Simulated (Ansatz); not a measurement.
## Pressure series in ScAl3

The parent structure is ScAl3 in the Cu3Au type structure (space group Pm-3m, No. 221; a = 4.032 Å).

Cell and atoms are relaxed at each pressure.

The values are results of LDA (Ansatz, an electronic-structure program, PAW, scalar-relativistic without spin-orbit coupling), not measurements.

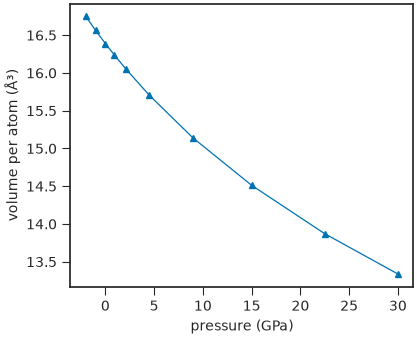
Figure. Volume per atom against pressure

| pressure (GPa) | volume per atom |
|---|---|
| -2 | 16.75 Å³ |
| -1 | 16.56 Å³ |
| 0.9 | 16.24 Å³ |
| 2.1 | 16.05 Å³ |
| 4.5 | 15.71 Å³ |
| 9 | 15.14 Å³ |
| 15 | 14.51 Å³ |
| 22.5 | 13.87 Å³ |
| 30 | 13.34 Å³ |

Load acts through the strain it causes; cell and atoms are relaxed under it. Whether these cells are dynamically stable was not tested. No other phases were tried under pressure. All final runs are without spin polarisation.
